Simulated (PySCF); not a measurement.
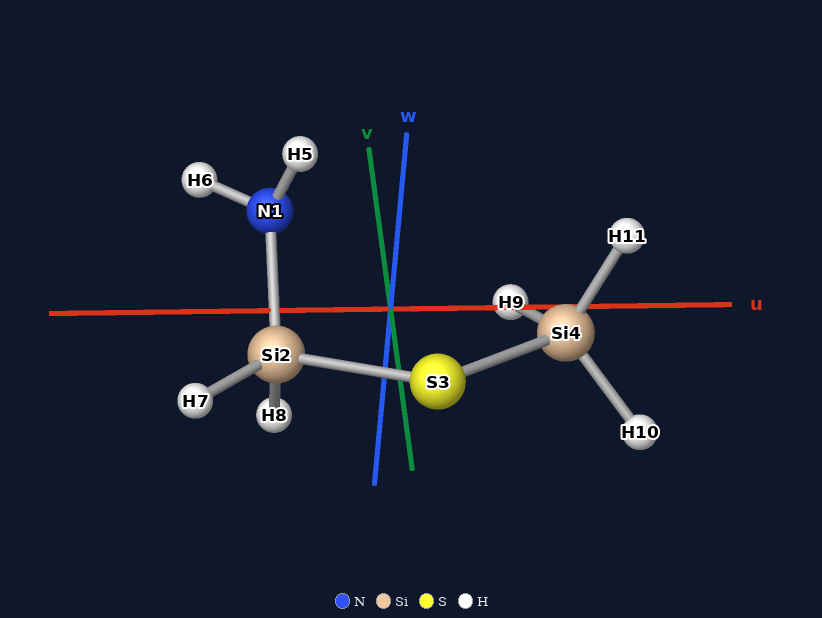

The lines u, v and w are the principal axes of the static dipole polarisability. The geometry was computed by an optimisation with GFN2-xTB. No frequency run is at hand to confirm it as a minimum. Level of theory: PBE0/def2-SVPD (PySCF 2.14.0).

Question. Along which axis is the molecule most polarisable, and along which least?

Answer. Most along u, least along w.

Question. Give the three principal values.

Answer. u 99.4, v 79.0, w 71.8 bohr³; mean 83.4, anisotropy 24.8 bohr³.

The geometry is semi-empirical. Around Si such bond lengths and angles can be off by a tenth of an ångström or more and by several degrees, and values that hang on the shape move with them.
